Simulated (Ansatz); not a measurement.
**AlNH2Cl (SMILES [NH2][Al][Cl]): UCCSD/STO-3G**

Aim: the vertical doublet–quartet gap of AlNH2Cl at UCCSD/STO-3G, from 2 runs. 

Program for the calculation: Ansatz 0.2.0.

79 further runs of the same task are left out: 2 that didn't finish, 77 set aside as unsound or not needed.

### 1 The system as given

The species is AlNH2Cl (5 atoms), meant as a doublet with charge 0. As SMILES, `[NH2][Al][Cl]`. The shape is that of a PBE0-D4/def2-TZVP optimisation. This is one conformer, not always the lowest.

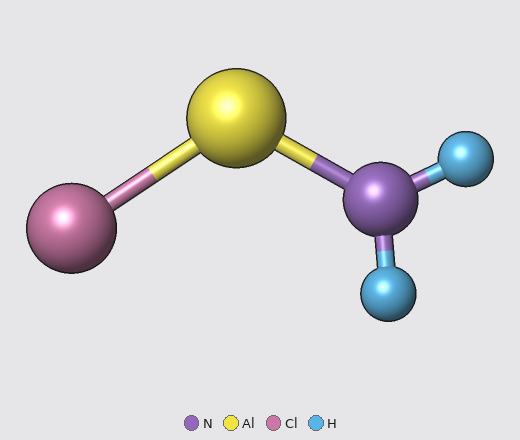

Viewed from a chosen angle; nitrogen purple, aluminium yellow, chlorine pink, hydrogen blue.

### 2 The energy at UCCSD/STO-3G

File run.yaml:

```yaml
crystal:
  periodic: [false, false, false]
  atoms:
    - {symbol: "N", position_ang: [-0.549400, 0.461700, -0.232000]}
    - {symbol: Al, position_ang: [0.402600, -0.291600, 1.049100]}
    - {symbol: Cl, position_ang: [1.907000, -1.649700, 0.440800]}
    - {symbol: H, position_ang: [-1.293600, 1.123300, -0.083500]}
    - {symbol: H, position_ang: [-0.416600, 0.282700, -1.215900]}
basis:
  gaussian:
    orbitals: STO-3G
magnetization:
  spin_polarized: true
  initial_magnetization: 1
correlation:
  method: ccsd
  frozen_orbitals: {Al: 5, Cl: 5, H: 0, "N": 1}
accuracy: high
scf:
  omitted_lower_state_checks: [cluster_reference, increment]
```

Run with:

```console
$ ansatz run run.yaml --threads 1 --pin off --max-ram 2610MiB --events-out events.jsonl --progress --plain --runs-dir runs
```

Log (excerpt; [...] marks lines left out):

```text
Warning: RAYON_NUM_THREADS=1 ignored (pool sized by the plan → 1); use --threads N
Functional definition: HF
  name "HF"
[...]
452 factors; integrals over basis functions are off by at most 2.1e-8 eV
[...]
mean field -20369.60800808 eV, -748.5692872806 hartree, gradient 2.3e-8 eV, S^2 0.752847; 0 other end points of the search recorded, 0 dependent functions left out
11 core orbitals not correlated: weight in the atoms' cores, before any rotation towards them, 1.000 or more for the frozen orbitals, at most 0.000 for the correlated occupied ones
reference -20369.60800808 eV, -748.5692872806 hartree; 9, 8 occupied and 5, 6 virtual orbitals, 452 factors
second order -1.70725700 eV of doubles, -0.00000000 eV of singles
cycle   1  -1.98745208 eV  change   -2.8e-1 eV  update   6.6e-2
[...]
cycle  21  -2.19850377 eV  change  -6.3e-10 eV  update  8.3e-10
Total energy: -20371.80651185 eV, -748.6500808039 hartree
Checks for a lower state left out: cluster_reference, increment
```

It took 0.32 s on 1 thread of Arm Neoverse V2, shared host.

### 3 The quartet

File molecule.yaml:

```yaml
crystal:
  periodic: [false, false, false]
  atoms:
    - symbol: "N"
      position_ang: [-0.549400, 0.461700, -0.232000]
    - symbol: Al
      position_ang: [0.402600, -0.291600, 1.049100]
    - symbol: Cl
      position_ang: [1.907000, -1.649700, 0.440800]
    - symbol: H
      position_ang: [-1.293600, 1.123300, -0.083500]
    - symbol: H
      position_ang: [-0.416600, 0.282700, -1.215900]
basis:
  gaussian: {orbitals: STO-3G}
magnetization: {spin_polarized: true, initial_magnetization: 3}
correlation: {method: ccsd, frozen_orbitals: {Al: 5, Cl: 5, H: 0, "N": 1}}
scf: {omitted_lower_state_checks: [cluster_reference, increment]}
accuracy: high
```

Run with:

```console
$ ansatz run molecule.yaml --threads 1 --pin off --max-ram 2610MiB --events-out events.jsonl --progress --plain --runs-dir runs
```

Log (excerpt; [...] marks lines left out):

```text
Warning: RAYON_NUM_THREADS=1 ignored (pool sized by the plan → 1); use --threads N
Functional definition: HF
  name "HF"
[...]
452 factors; integrals over basis functions are off by at most 2.1e-8 eV
[...]
mean field -20363.56398851 eV, -748.3471736582 hartree, gradient 1.8e-8 eV, S^2 3.758635; 0 other end points of the search recorded, 0 dependent functions left out
11 core orbitals not correlated: weight in the atoms' cores, before any rotation towards them, 1.000 or more for the frozen orbitals, at most 0.000 for the correlated occupied ones
reference -20363.56398851 eV, -748.3471736582 hartree; 10, 7 occupied and 4, 7 virtual orbitals, 452 factors
second order -1.15611911 eV of doubles, -0.00000000 eV of singles
cycle   1  -1.44272918 eV  change   -2.9e-1 eV  update   4.3e-2
[...]
cycle  25  -1.62770172 eV  change  -2.4e-10 eV  update  5.3e-10
Total energy: -20365.19169023 eV, -748.4069905932 hartree
Checks for a lower state left out: cluster_reference, increment
```

Wall time 0.34 s (1 thread of Arm Neoverse V2, shared host).

### 4 Summary of results

At UCCSD/STO-3G, 11 core orbitals frozen:

| quantity | value |
| --- | --- |
| doublet: total energy | -748.65008 Eh |
| doublet: correlation energy (11 core orbitals frozen) | -80.8 mEh |
| doublet: ⟨S²⟩ of the reference determinant | 0.753 |
| doublet: T1 diagnostic | 0.016 |
| quartet: total energy | -748.40699 Eh |
| quartet: correlation energy (11 core orbitals frozen) | -59.8 mEh |
| quartet: ⟨S²⟩ of the reference determinant | 3.759 |
| quartet: T1 diagnostic | 0.007 |
| vertical energy of the quartet above the doublet | 6.615 eV |

**Reading.** At this shape the quartet lies 6.61 eV (153 kcal/mol) above the doublet. In a minimal basis such a difference can be off by several eV, whatever the method.
